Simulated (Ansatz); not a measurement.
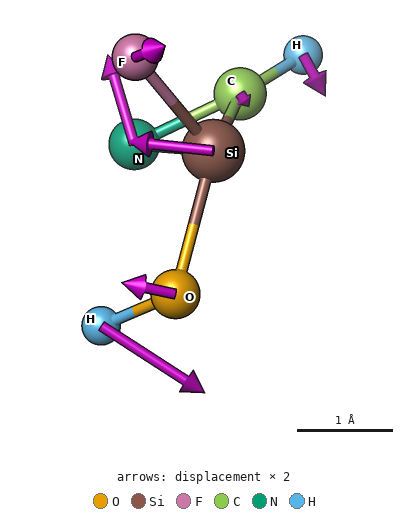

This is a relaxation of CH₂FNOSi. The starting structure is drawn; purple arrows show the displacements, magnified 2 times. The two geometries are superimposed by the best rigid fit.

Style: ball-and-stick. Shown from a free direction.

The run prepares an end point of a later path (hydrogen shift) calculation, from a guessed geometry.

Method: RKS B3LYP/def2-SVP (Ansatz 0.2.0). (no spin polarisation; force threshold 0.02 eV/Å; at most 50 steps)

### What happened in the run?

The largest move after the best rigid fit is that of an H atom, 0.66 Å. By element the largest moves are H 0.66 Å, N 0.51 Å, Si 0.47 Å, O 0.30 Å, F 0.27 Å, C 0.09 Å. Among the contacts that change: C–N 1.235 → 1.309 Å, N–Si 1.830 → 1.759 Å, H–O 1.030 → 0.965 Å, F–Si 1.564 → 1.607 Å. Bond angles that change, for instance: O–Si–N 99.4° → 124.3°, F–Si–N 104.3° → 119.4°, Si–C–H 150.9° → 164.8°. Over 13 accepted moves (14 points after the start) the energy falls by 91.6 kJ/mol. Largest force component: 2.6 eV/Å at the start, 0.013 eV/Å at the end. The line search rejected the trial step at point 7 of the run.
